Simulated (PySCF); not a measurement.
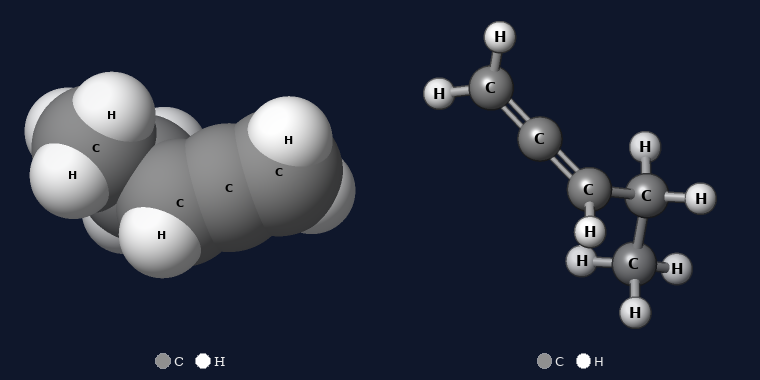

Both panels show the same species.

The computed structure is the end point of a GFN2-xTB optimisation. No frequency run is at hand to confirm it as a minimum.

Describe the molecule.

Formula C5H8. As SMILES it reads `C=C=CCC`. It has no ring. This geometry has C1 symmetry. Coordination: 2 C trigonal planar; 1 C linear; 2 C tetrahedral.

More results for the same structure follow; atom numbers are the same in all pictures, views and colours differ.

Shape

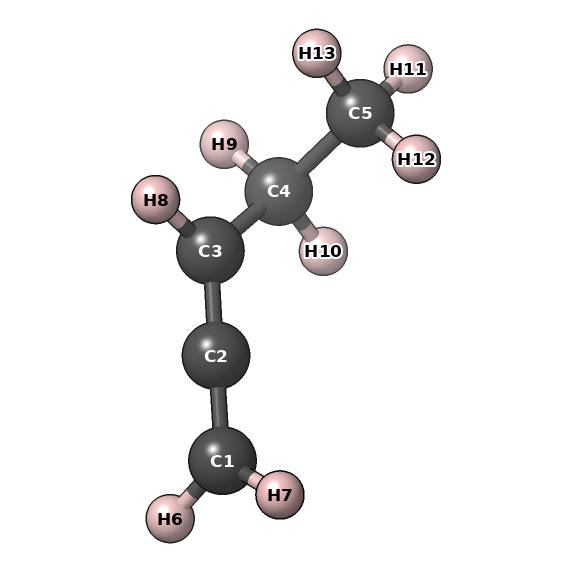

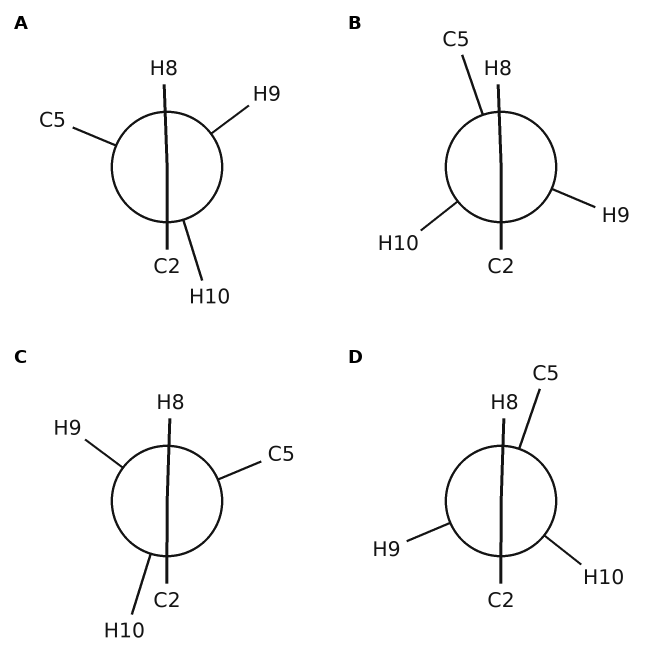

Depth is shown by fading: the farther an atom, the more it takes the colour of the background. Bonds that would overlap in a projection are set slightly apart. No frequency run is at hand to confirm it as a minimum.

Which Newman projection shows the view along C3–C4, with C3 in front?

Answer. C. The torsion angle C2–C3–C4–C5 is −113°, anticlinal.

Bond orders

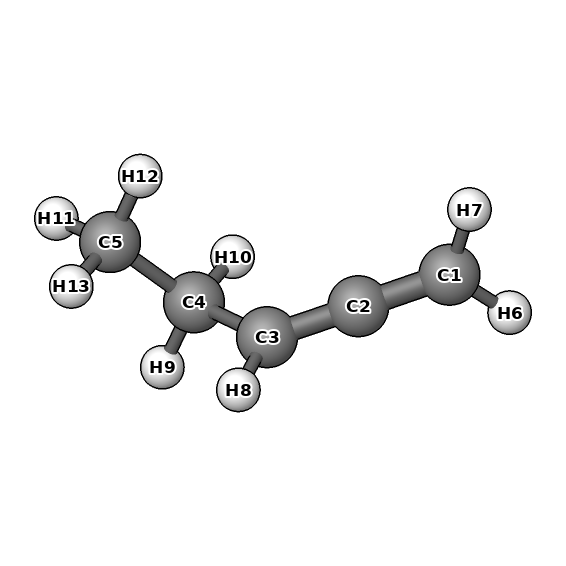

The thickness of each stick grows with its Mayer bond order. No frequency run is at hand to confirm it as a minimum. Computed with PBE0/pcSseg-1 (PySCF 2.14.0).

List the Mayer bond orders of C1–C2, C1–H6, C1–H7, C2–C3, C3–C4, C3–H8, C4–C5, C4–H9, C4–H10, C5–H11, C5–H12, C5–H13.

```tsv
bond	Mayer order	length (Å)
C1–C2	2.08	1.295
C1–H6	0.91	1.079
C1–H7	0.91	1.079
C2–C3	1.92	1.296
C3–C4	1.04	1.504
C3–H8	0.91	1.083
C4–C5	1.04	1.528
C4–H9	0.94	1.094
C4–H10	0.96	1.092
C5–H11	0.97	1.088
C5–H12	0.97	1.088
C5–H13	0.97	1.088
```

Electronic properties

No frequency run is at hand to confirm it as a minimum. Method: PBE0/pcSseg-1, gas phase (PySCF 2.14.0).

What does the calculation give?

- dipole moment: 0.44 D
- HOMO energy (Kohn–Sham orbital): −7.25 eV
- LUMO energy (Kohn–Sham orbital): 0.45 eV
- HOMO–LUMO gap: 7.70 eV

NMR shielding

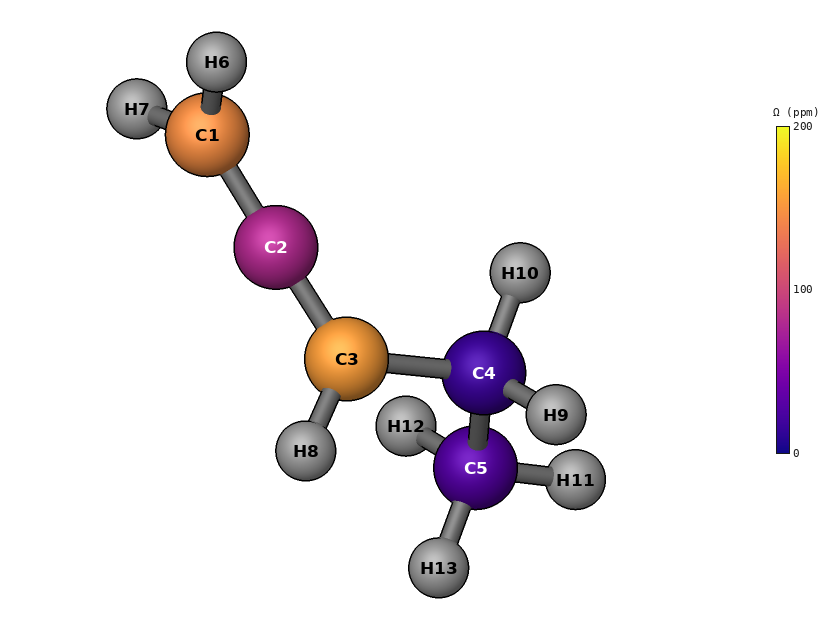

The C atoms are coloured by the span of their shielding tensor. No frequency run is at hand to confirm it as a minimum. Properties computed with GIAO PBE0/pcSseg-1 NMR shielding, non-relativistic, gas phase (PySCF 2.14.0). Principal shieldings σ11 ≤ σ22 ≤ σ33, span Ω = σ33 − σ11, skew κ = 3(σiso − σ22)/Ω.

Give the shielding tensors of the C atoms.

| atom | σ11 | σ22 | σ33 | σiso | Ω | κ |
| --- | --- | --- | --- | --- | --- | --- |
| C1 | 24.4 | 132.8 | 171.0 | 109.4 | 146.7 | −0.48 |
| C2 | −70.4 | −40.8 | 10.7 | −33.5 | 81.1 | 0.27 |
| C3 | 1.1 | 110.3 | 155.8 | 89.0 | 154.7 | −0.41 |
| C4 | 149.9 | 156.0 | 167.5 | 157.8 | 17.6 | 0.31 |
| C5 | 156.6 | 163.7 | 185.6 | 168.6 | 29.0 | 0.51 |

Shieldings and span in ppm.
